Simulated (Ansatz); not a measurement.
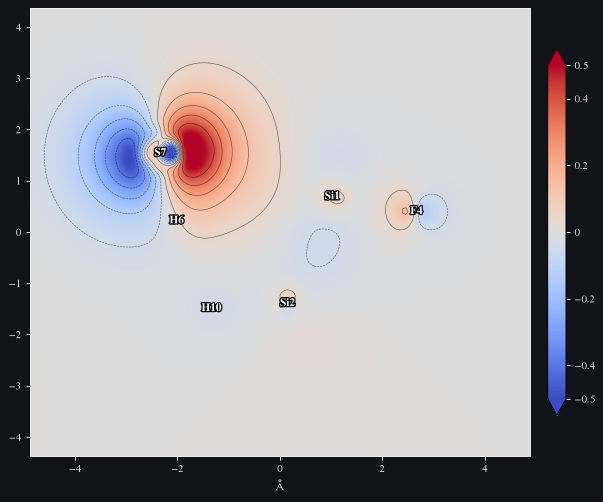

*F2H4Si2···H2S. The HOMO on the plane of atoms Si2, Si1 and F4 (values in Å⁻³ᐟ²; the overall sign is arbitrary).*

Not at a stationary point (largest force 1.3 eV/Å).

All numbers below come from Ansatz 0.2.0, RKS PBE/cc-pVDZ.

```xyz
11

Si   -1.1433    0.5371   -0.1339
Si   -0.0779   -1.1190    0.9742
F    -0.9117    0.3481   -1.7751
F    -2.7475    0.1798    0.1253
H    -0.9640    1.9862    0.2150
H     1.9367    0.2194   -0.2803
S     2.1140    1.4281   -0.8878
H    -0.3631   -0.9709    2.4491
H    -0.6538   -2.4333    0.4976
H     1.4179   -1.1897    0.7904
H     1.3926    1.0144   -1.9747
```

Describe this orbital and give its energy.

By Hirshfeld shares it lies mainly on S7 (about 85 %); largely a lone pair of S7. Its energy is −6.33 eV.
